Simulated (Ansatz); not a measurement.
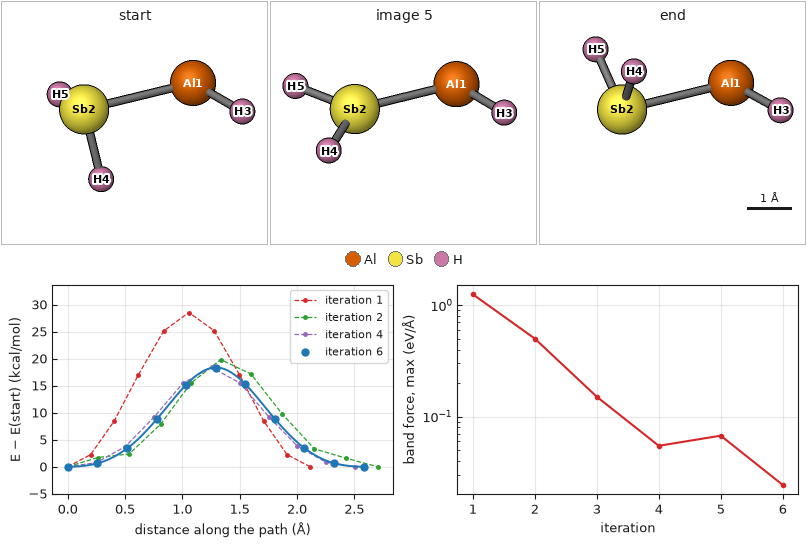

A search for the minimum-energy path of AlSbH₃ (multiplicity 2) by the nudged elastic band. Images are numbered from 0 (start) to 10 (end). The plot follows the band through its iterations. Style: ball-and-stick. Shown at a tilt.

Theory: UKS PBE0/def2-SVP in Ansatz. Set-up: 9 movable images; climbing image; force threshold 0.05 eV/Å; iteration limit 60; starting path by image-dependent pair potential.

Did the band converge, and can the barrier be trusted?

The result is final at these settings. The band converged in 6 iterations. The largest component of the band force went from 1.3 to 0.024 eV/Å. The climbing image converged on the top of the path. Its vibrational analysis gives one imaginary mode (482i cm⁻¹), as a transition state must have. The first iteration put the highest image at 28.5 kcal/mol. The two ends have the same energy, and the highest point, image 5, lies 18.4 kcal/mol above the start.
